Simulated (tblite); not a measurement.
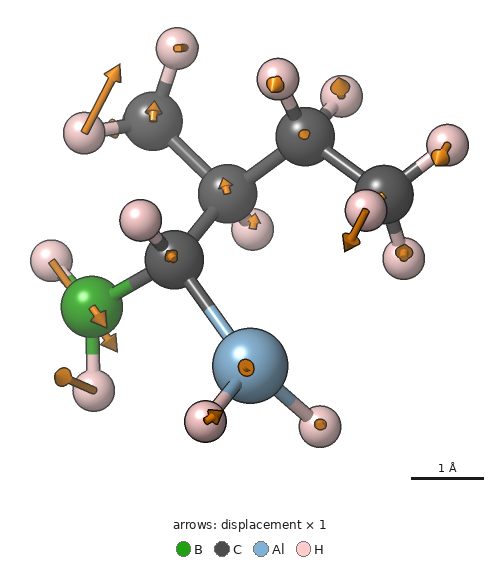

This is a relaxation of C$_{5}$H$_{14}$AlB. The starting structure is drawn; orange arrows show the displacements, at their true length. The two geometries are superimposed by the best rigid fit.

The picture is a ball-and-stick view, seen at a tilt.

The calculation used tblite 0.8.0, GFN2-xTB geometry optimisation, gas phase. 

Question: Atoms of which element are displaced furthest, and by how much?

Answer: Hydrogen: up to 1.61 Å, against 0.39 Å for boron.

Question: What did the optimiser do to the structure, and how much energy did it gain?

Answer: Over 101 geometry steps the energy falls by 36.5 kcal/mol. The atom that moves furthest after the best rigid fit is an H atom (1.61 Å). Largest moves by element: H 1.61 Å, B 0.39 Å, Al 0.34 Å, C 0.32 Å. Among the contacts that change: Al–B 2.872 → 2.304 Å, Al–H 2.794 → 2.286 Å, Al–C 1.979 → 2.072 Å, B–C 1.587 → 1.511 Å. Among the angles between lasting bonds that change: B–C–Al 106.8° → 78.3°, B–C–C 106.7° → 124.1°, B–C–H 108.3° → 117.8°. Groups turn about C–C by about 60°.
